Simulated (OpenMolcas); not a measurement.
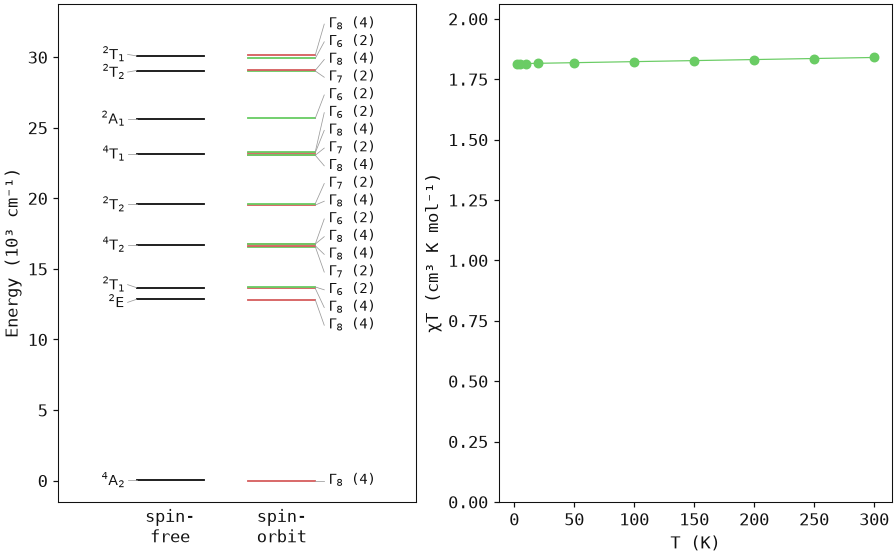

Levels of a 3d ion of charge +3 as a dopant in MgO, a cluster with its 6 nearest O²⁻ at 2.168 Å (octahedron) embedded in model potentials and point charges; the geometry was set, not optimised. Labels give the representation in O, Td, D4 or D3 as the site allows (double group for half-integer spin) where it could be assigned and, in brackets, the degeneracy; spin-free states, where drawn, share the zero of the spin-orbit levels. The calculation used state-averaged SS-CASPT2, IPEA shift 0.25, imaginary shift 0.1 hartree, the open shell active, basis ANO-RCC-VDZP on all atoms, DKH2 scalar Hamiltonian, spin-orbit coupling by RASSI with atomic mean-field integrals (OpenMolcas). Powder susceptibility by Van Vleck's formula.

Question: Which ion is the dopant?

Answer: Cr³⁺ (3d³). The ground level is Γ₈, 4-fold degenerate, 100 % from states of spin multiplicity 4. The next level lies at 12,800 cm⁻¹ (Γ₈). The lowest spin-free state is ⁴A₂; of the same spin there follow at 16,700 cm⁻¹ (⁴T₂) and 23,100 cm⁻¹ (⁴T₁) above it. χT is 1.81 cm³ K mol⁻¹ at 2 K and 1.84 at 300 K, an effective moment of 3.84 μB.

Caveat: the geometry is set by hand, with no relaxation and no charge compensation.
